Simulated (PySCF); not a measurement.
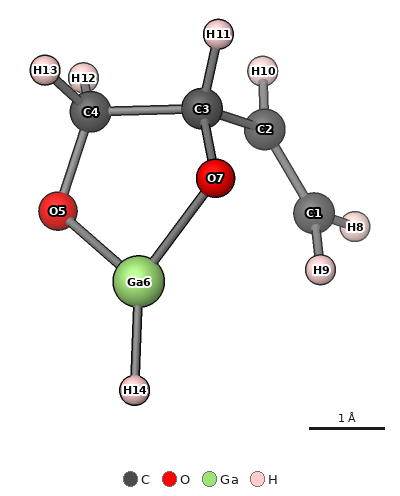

Fig. 1: The input geometry (ball-and-stick view, seen at a tilt; atoms are numbered from 1 in the order of the input). Sticks mark near contacts.

# Excited-state calculation, with input and output: C$_{4}$H$_{7}$GaO$_{2}$

- system: C$_{4}$H$_{7}$GaO$_{2}$
- method: TDDFT B3LYP/def2-SVPD, vertical, gas phase, core orbitals frozen in the response (PySCF 2.14.0)

The geometry comes from this level: GFN2-xTB. It belongs to a series of runs on one base structure; here: B replaced by Ga.

### Log
```
coarse grid: 55800 points
cycle   1  E = -2231.2870172000  dE =  5.097e-01  |g| = 1.171e+00  |ddm| = 6.441e+00
cycle   2  E = -2230.3857125856  dE =  9.013e-01  |g| = 2.402e+00  |ddm| = 5.080e+00
cycle   3  E = -2231.5249071437  dE = -1.139e+00  |g| = 2.315e-01  |ddm| = 3.668e+00
cycle   4  E = -2231.5339671321  dE = -9.060e-03  |g| = 1.148e-01  |ddm| = 5.410e-01
cycle   5  E = -2231.5361126913  dE = -2.146e-03  |g| = 3.591e-02  |ddm| = 1.887e-01
cycle   6  E = -2231.5363557503  dE = -2.431e-04  |g| = 1.279e-02  |ddm| = 5.992e-02
cycle   7  E = -2231.5363876750  dE = -3.192e-05  |g| = 2.292e-03  |ddm| = 2.108e-02
cycle   8  E = -2231.5363885642  dE = -8.892e-07  |g| = 1.135e-03  |ddm| = 4.624e-03
final grid: 118144 points
cycle   9  E = -2231.5363434666  dE =  6.205e-07  |g| = 2.148e-03  |ddm| = 1.576e-02
cycle  10  E = -2231.5363402618  dE =  3.205e-06  |g| = 4.286e-03  |ddm| = 8.515e-03
cycle  11  E = -2231.5363445566  dE = -4.295e-06  |g| = 2.301e-04  |ddm| = 5.602e-03
cycle  12  E = -2231.5363445678  dE = -1.122e-08  |g| = 3.888e-05  |ddm| = 3.464e-04
cycle  13  E = -2231.5363445681  dE = -3.129e-10  |g| = 1.162e-05  |ddm| = 7.700e-05
```

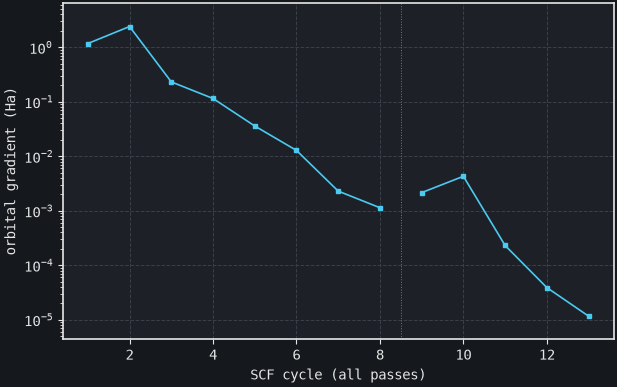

Fig. 2: Convergence of the self-consistent field: orbital gradient against the SCF cycle. The dotted line marks the change from a coarse to the final integration grid. The first 8 cycles use a coarse grid, the final grid takes over at cycle 9, and the field converges after 13 cycles in all.

```
converged SCF energy = -2231.5363445681

Static polarisability (au): isotropic 77.336, principal 62.875 79.701 89.433

Singlet excitations
state   eV       nm        f      main configurations
  1   5.2960    234.1   0.01126   H->L 0.97
  2   5.5753    222.4   0.01689   H-1->L 0.95
  3   5.8364    212.4   0.00065   H->L+1 0.92
  4   6.1360    202.1   0.01526   H-2->L 0.75, H-1->L+1 0.12
  5   6.2411    198.7   0.01571   H->L+2 0.83
  6   6.3001    196.8   0.04054   H-1->L+1 0.70, H-4->L 0.13
  7   6.4122    193.4   0.01012   H-3->L 0.56, H-4->L 0.35
  8   6.5781    188.5   0.00983   H-4->L 0.44, H-3->L 0.40

Triplet excitations (Tamm-Dancoff, eV): 4.5592 4.9050 5.4605
```

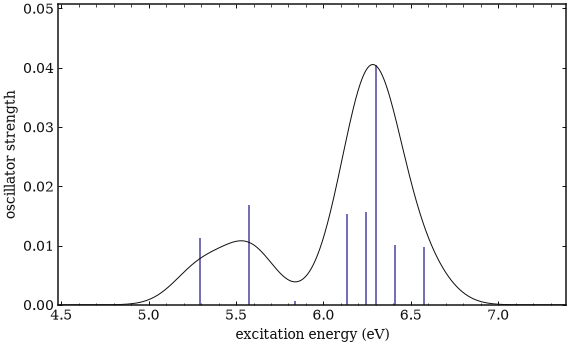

Fig. 3: Computed excitations as sticks (degenerate states added up, dark ones marked on the axis), with a Gaussian envelope of 0.35 eV full width at half maximum, scaled to the tallest. Of the 8 states the lowest lies at 5.30 eV (f = 0.011); the strongest line is at 6.30 eV, or 197 nm (f = 0.041).

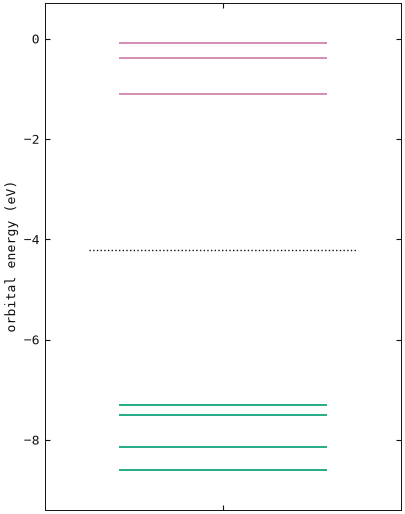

Fig. 4: Orbital energies near the frontier; the dotted line parts filled from empty levels, and levels within 0.02 eV of each other stand side by side. Highest filled −7.30 eV, lowest empty −1.11 eV, 6.19 eV apart.

This output came from the following input.

### Input
```
{"job": {"kind": "uv", "xc": "B3LYP", "basis": "def2-SVPD", "nstates": 8, "ntriplets": 3}, "charge": 0, "multiplicity": 1}
C     -1.874406     0.410047    -0.570869
C     -1.175506     0.533772     0.544828
C      0.247695     1.003774     0.612109
C      1.124104    -0.251446     0.960910
O      1.367137    -0.995301    -0.205879
Ga     1.143388     0.127478    -1.585635
O      0.705366     1.560900    -0.591587
H     -2.876289     0.014706    -0.578016
H     -1.495594     0.776431    -1.519921
H     -1.583475     0.227049     1.498562
H      0.365146     1.749146     1.407231
H      0.603467    -0.882213     1.686782
H      2.072793     0.090388     1.390441
H      1.375497    -0.085178    -3.071121
```

The first line tells a small driver script what to run in PySCF; the rest is the geometry in Å.

Run as:
```bash
OMP_NUM_THREADS=1 python <driver script> task.json out
```

### Results in brief

| quantity | value |
| --- | --- |
| outcome | converged |
| total energy | −2231.536345 hartree |
| HOMO | −7.30 eV |
| LUMO | −1.11 eV |
| dipole moment | 0.50 D |
| mean polarisability | 77.34 a.u. |
| lowest singlet excitation | 5.30 eV |
| hardware | 1 CPU thread, shared host |
| wall time | 64 s |
| peak memory | 0.88 GiB |

### Notes

Spin–orbit coupling is left out, which matters for the heavy atoms.
